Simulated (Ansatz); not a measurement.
## Run report: CH5ClO3Si, geometry relaxation (part 1 of 2)

- system: CH5ClO3Si, SMILES OC(O)(Cl)O[SiH3]
- method: RKS r2SCAN-D4/def2-SVP (Ansatz 0.2.0)

It belongs to a series of runs on one base structure; here: end point A relaxed. Figures and captions count atoms from 1; the log counts them from 0 in places.

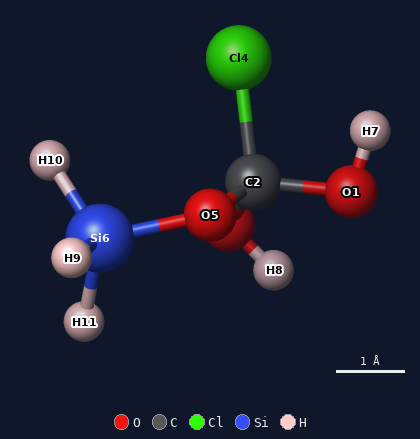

Fig. 1: The input geometry (ball-and-stick view, seen at a tilt; atoms are numbered from 1 in the order of the input). Bond lengths as drawn: C–Cl 1.84 Å, C–O 1.39 to 1.46 Å, H–O 0.94 to 0.95 Å, H–Si 1.46 to 1.50 Å and O–Si 1.66 Å.

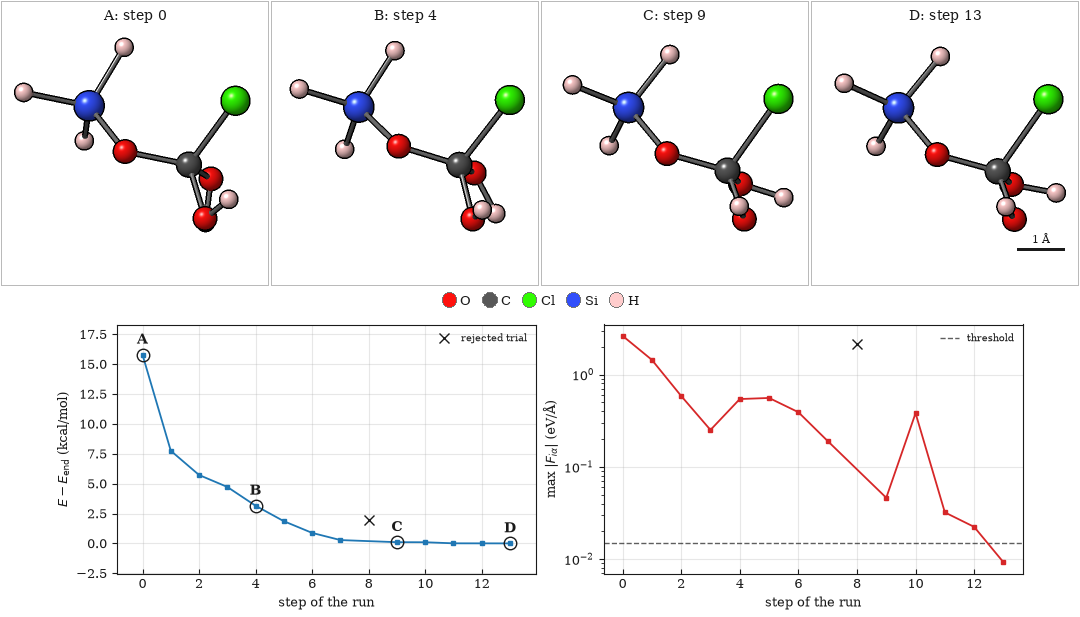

Fig. 2: Frames of the relaxation (ball-and-stick view, seen at a tilt) above the curves, on which the letters mark them (the first geometry is step 0 here and step 1 in the log).

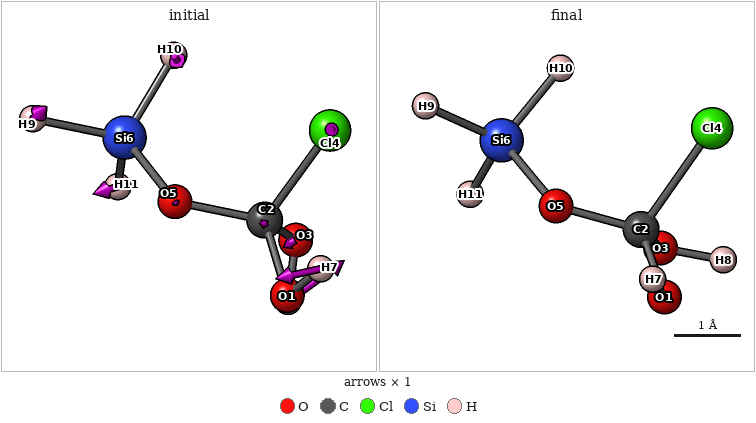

Fig. 3: Before (left) and after (right) the relaxation, at one scale (ball-and-stick view, seen at a tilt). The pink arrows give the displacements, at true length. The energy falls by 15.8 kcal/mol in 13 geometry steps. The largest force component goes from 2.6 to 0.0093 eV/Å. The line search rejected the trial step at point 8 (counted from 0) and went back. H8 moves most after the best rigid fit: 1.08 Å. Largest moves by element: H 1.08 Å, Cl 0.25 Å, O 0.23 Å, C 0.15 Å, Si 0.05 Å. Among the contacts that change: C2–Cl4 1.843 → 1.949 Å, O1–C2 1.456 → 1.354 Å, C2–O3 1.425 → 1.355 Å, C2–O5 1.391 → 1.345 Å. Among the angles that change: C2–O3–H8 97.6° → 108.4°, C2–O1–H7 101.8° → 107.9°, O1–C2–O3 106.3° → 111.1°. (Atoms are counted from 1 in the order of the input.)

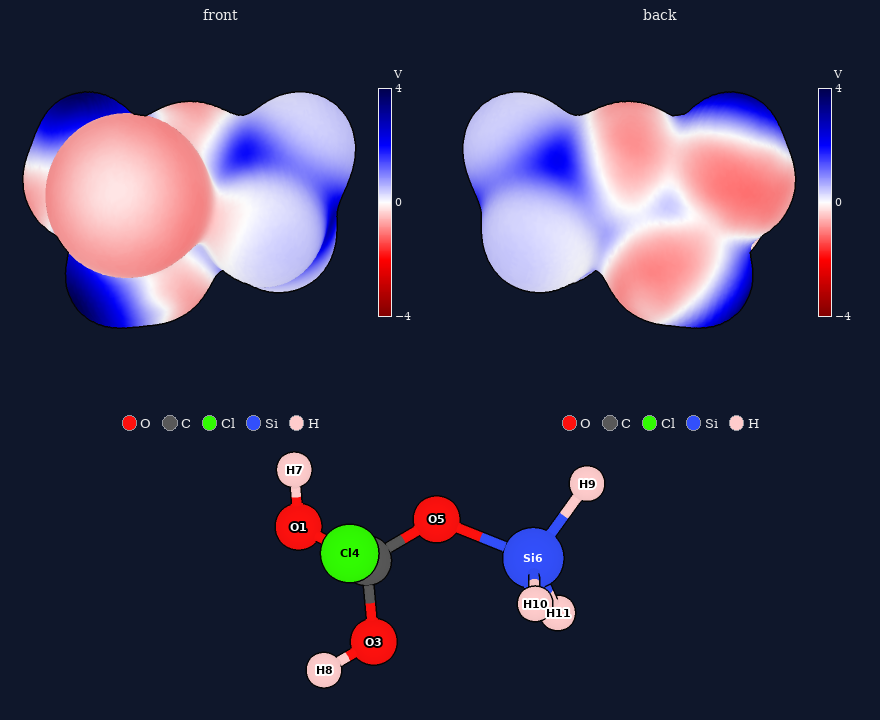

Fig. 4: The electrostatic potential painted on the density surface at 0.004 e/bohr³, seen face on and from behind; the colour scale runs from red (negative) to blue (positive). The bare structure is drawn below in the same view.

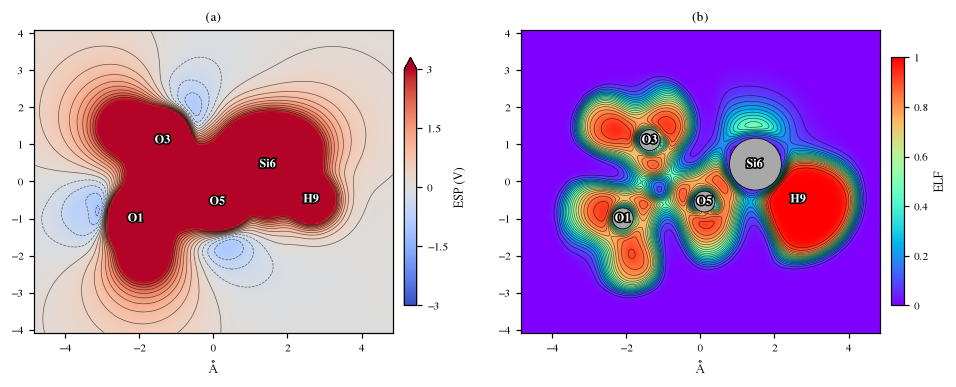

Fig. 5: (a) molecular electrostatic potential; (b) ELF on the plane of atoms O5, Si6 and H9. Grey discs, where drawn, cover atomic cores. Si–H (1.48 Å): the ELF climbs to about 1 towards the hydrogen, as it does in any bond to H.

These pictures come from the run below.

## Input file
```yaml
crystal:
  periodic: [false, false, false]
  atoms:
    - { symbol: O, position_ang: [0.8596, -1.6237, 1.2352] }
    - { symbol: C, position_ang: [0.4887, -0.7236, 0.1528] }
    - { symbol: O, position_ang: [-0.4857, -1.4138, -0.6247] }
    - { symbol: Cl, position_ang: [2.0668, -0.5447, -0.7829] }
    - { symbol: O, position_ang: [0.0759, 0.5053, 0.6562] }
    - { symbol: Si, position_ang: [-0.7716, 1.5896, -0.2736] }
    - { symbol: H, position_ang: [1.7978, -1.6825, 1.1256] }
    - { symbol: H, position_ang: [-0.8718, -1.9074, 0.0717] }
    - { symbol: H, position_ang: [-0.867, 2.8904, 0.4771] }
    - { symbol: H, position_ang: [-0.0731, 1.792, -1.5386] }
    - { symbol: H, position_ang: [-2.1542, 1.0615, -0.4782] }
basis:
  gaussian: { orbitals: def2-SVP }
hamiltonian:
  xc: r2scan
  dispersion: d4
relax:
  f_tol: 0.015
  max_steps: 40
output:
  orbitals: {}
```

Launched with:
```bash
ansatz run input.yaml --threads 2 --pin off --max-ram 3072MiB --backend cpu --events-out ev --progress --plain --runs-dir out
```

## Output
```
The last accepted step is kept in [file] (removed where the run ends without a failure and the disk answers)
Engine: ansatz 0.2.0, x86_64-unknown-linux-gnu
Functional definition: r2SCAN
  parameter k0 = 0.174
  parameter k1 = 0.065
  parameter a1 = 4.9479
  exchange = r2scan_x(k0 = k0, k1 = k1, a1 = a1)
  correlation = r2scan_c
1268 factors; their error is unknown
mean field evaluation 1: about -27635.7482 eV, gradient 6.7e1 eV
mean field evaluation 2: about -27618.4219 eV, gradient 1.2e2 eV
mean field evaluation 4: about -27643.1848 eV, gradient 6.0e0 eV
mean field evaluation 8: about -27643.2445 eV, gradient 1.8e-1 eV
mean field evaluation 16: about -27643.1683 eV, gradient 2.8e-4 eV
mean field -27643.16826591 eV, -1015.8676965596 hartree, gradient 3.7e-5 eV, S^2 0.000000; 0 other end points of the search recorded, 0 dependent functions left out
the calculation of the forces begins
reference -27643.16827531 eV, -1015.8676969051 hartree; 33, 33 occupied and 84, 84 virtual orbitals, 1268 factors
relax step   1: F+E_penalty+E_count = -27643.23524768 eV  Δ(F+E_penalty+E_count) = +0.000e0 eV  max|allowed force component| = 2.627e0 eV/Å  Δτ_max = 0.0000 Å  (28 SCF iters, accepted)
these checks for a lower state are left out or cut short: starts, cluster_reference, orbital_swaps, neighbouring_geometries, increment
1268 factors; their error is unknown
mean field -27643.51631645 eV, -1015.8804871811 hartree, gradient 1.5e-5 eV, S^2 0.000000; 0 other end points of the search recorded, 0 dependent functions left out
[... from here on the field's lines of each further geometry are left out, up to the last ...]
relax step   2: F+E_penalty+E_count = -27643.58371563 eV  Δ(F+E_penalty+E_count) = -3.485e-1 eV  max|allowed force component| = 1.442e0 eV/Å  Δτ_max = 0.1184 Å  (30 SCF iters, accepted)
relax step   3: F+E_penalty+E_count = -27643.67164547 eV  Δ(F+E_penalty+E_count) = -8.793e-2 eV  max|allowed force component| = 5.860e-1 eV/Å  Δτ_max = 0.0590 Å  (29 SCF iters, accepted)
relax step   4: F+E_penalty+E_count = -27643.71501754 eV  Δ(F+E_penalty+E_count) = -4.337e-2 eV  max|allowed force component| = 2.511e-1 eV/Å  Δτ_max = 0.1996 Å  (29 SCF iters, accepted)
relax step   5: F+E_penalty+E_count = -27643.78319043 eV  Δ(F+E_penalty+E_count) = -6.817e-2 eV  max|allowed force component| = 5.426e-1 eV/Å  Δτ_max = 0.2000 Å  (36 SCF iters, accepted)
relax step   6: F+E_penalty+E_count = -27643.83929502 eV  Δ(F+E_penalty+E_count) = -5.610e-2 eV  max|allowed force component| = 5.576e-1 eV/Å  Δτ_max = 0.2000 Å  (29 SCF iters, accepted)
relax step   7: F+E_penalty+E_count = -27643.88173112 eV  Δ(F+E_penalty+E_count) = -4.244e-2 eV  max|allowed force component| = 3.910e-1 eV/Å  Δτ_max = 0.2000 Å  (35 SCF iters, accepted)
relax step   8: F+E_penalty+E_count = -27643.90774150 eV  Δ(F+E_penalty+E_count) = -2.601e-2 eV  max|allowed force component| = 1.905e-1 eV/Å  Δτ_max = 0.1133 Å  (29 SCF iters, accepted)
relax step   9: F+E_penalty+E_count = -27643.83624896 eV  Δ(F+E_penalty+E_count) = +7.149e-2 eV  max|allowed force component| = 2.160e0 eV/Å  Δτ_max = 0.1151 Å  (29 SCF iters, rejected (line search))
relax step  10: F+E_penalty+E_count = -27643.91544904 eV  Δ(F+E_penalty+E_count) = -7.708e-3 eV  max|allowed force component| = 4.624e-2 eV/Å  Δτ_max = 0.0576 Å  (29 SCF iters, accepted)
relax step  11: F+E_penalty+E_count = -27643.91566301 eV  Δ(F+E_penalty+E_count) = -2.140e-4 eV  max|allowed force component| = 3.813e-1 eV/Å  Δτ_max = 0.0790 Å  (28 SCF iters, accepted)
relax step  12: F+E_penalty+E_count = -27643.91953632 eV  Δ(F+E_penalty+E_count) = -3.873e-3 eV  max|allowed force component| = 3.210e-2 eV/Å  Δτ_max = 0.0193 Å  (30 SCF iters, accepted)
relax step  13: F+E_penalty+E_count = -27643.91967730 eV  Δ(F+E_penalty+E_count) = -1.410e-4 eV  max|allowed force component| = 2.236e-2 eV/Å  Δτ_max = 0.0140 Å  (31 SCF iters, accepted)
the calculation of the forces begins
reference -27643.85230196 eV, -1015.8928344208 hartree; 33, 33 occupied and 84, 84 virtual orbitals, 1268 factors
relax step  14: F+E_penalty+E_count = -27643.91979234 eV  Δ(F+E_penalty+E_count) = -1.150e-4 eV  max|allowed force component| = 9.252e-3 eV/Å  Δτ_max = 0.0277 Å  (31 SCF iters, accepted)
1268 factors; their error is unknown
mean field evaluation 128: about -27643.8523 eV, gradient 1.1e-3 eV
mean field -27643.85229236 eV, -1015.8928340682 hartree, gradient 1.2e-5 eV, S^2 0.000000; 1 other end points of the search recorded, 0 dependent functions left out
the calculation of the forces begins
reference -27643.85230196 eV, -1015.8928344208 hartree; 33, 33 occupied and 84, 84 virtual orbitals, 1268 factors
Total energy: -27643.91980193 eV, -1015.8953149992 hartree
Atom 0 at     0.810790    -1.633343     1.233906 Å, force     0.002691     0.000027    -0.003500 eV/Å
Atom 1 at     0.404436    -0.799405     0.247338 Å, force     0.001101     0.007936     0.002561 eV/Å
Atom 2 at    -0.625194    -1.335037    -0.451523 Å, force     0.005296    -0.004162     0.000302 eV/Å
Atom 3 at     1.911936    -0.603317    -0.972184 Å, force     0.000805    -0.007587    -0.000436 eV/Å
Atom 4 at     0.091015     0.430292     0.691633 Å, force     0.000957    -0.001927     0.009252 eV/Å
Atom 5 at    -0.772581     1.578310    -0.227704 Å, force    -0.008421    -0.003817    -0.004773 eV/Å
Atom 6 at     1.579719    -1.230921     1.665801 Å, force    -0.003226    -0.000058    -0.003786 eV/Å
Atom 7 at    -0.337534    -2.185472    -0.817292 Å, force    -0.000815     0.000697    -0.000760 eV/Å
Atom 8 at    -0.439294     2.874553     0.414839 Å, force     0.001259     0.001149    -0.003886 eV/Å
Atom 9 at    -0.326129     1.535842    -1.643711 Å, force     0.003362     0.004661     0.003768 eV/Å
Atom 10 at    -2.231764     1.311597    -0.120503 Å, force    -0.003011     0.003081     0.001258 eV/Å
Dipole moment:    -0.130909    -0.034918     0.101774 e Å
```

## Trajectory as extended XYZ (Å, eV, eV/Å), 14 frames, from step=1 to step=14
```
11
Properties=species:S:1:pos:R:3:forces:R:3 step=1 energy=-27643.23525
O     0.8596   -1.6237    1.2352   -1.9441   1.8194  -1.2224
C     0.4887   -0.7236    0.1528    0.0476  -1.5660   1.4132
O    -0.4857   -1.4138   -0.6247    2.1199   2.6273  -0.2080
Cl    2.0668   -0.5447   -0.7829   -0.4399   0.3437  -0.4912
O     0.0759    0.5053    0.6562    0.9759  -2.1604  -0.0816
Si   -0.7716    1.5896   -0.2736   -1.2236   0.8951  -0.1168
H     1.7978   -1.6825    1.1256    1.1659  -0.3169   0.2408
H    -0.8718   -1.9074    0.0717   -1.1689  -1.4301   1.1048
H    -0.8670    2.8904    0.4771    0.1683  -0.3737  -0.0366
H    -0.0731    1.7920   -1.5386    0.2311   0.0584  -0.5217
H    -2.1542    1.0615   -0.4782    0.0675   0.1031  -0.0803
```
